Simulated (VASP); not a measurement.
```
Al2Au
1.0
    0.00000     3.00000     3.00000
    3.00000     0.00000     3.00000
    3.00000     3.00000     0.00000
Al Au
2 1
Direct
  0.25000   0.25000   0.25000
  0.75000   0.75000   0.75000
  0.00000   0.00000   0.00000
```

Method: PBEsol GGA, VASP's PBE PAW potentials (set 64) (plane waves; VASP). Numerical set-up: 400 eV cut-off, 12×12×12 Γ-centred mesh, tetrahedra with Blöchl corrections, potentials Al Au.

Unless said otherwise, spin-orbit coupling is left out, though it shifts the bands of the heavy elements here.

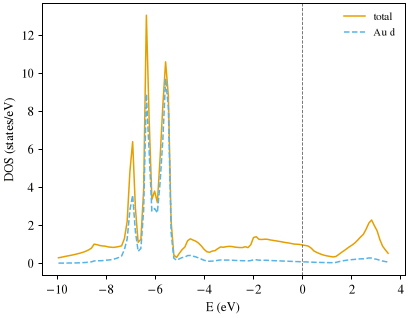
Figure: Total and projected density of states, zero at the Fermi level

Within 2 eV below the Fermi level the largest weight inside VASP's projection spheres is Au p, then Al p.

It has no gap at this level: it comes out as a metal or semimetal.

The compound is AuAl2 in the fluorite structure. The cell was not relaxed at this level. The electron count is odd and the run is not spin-polarised, which forces a metal.
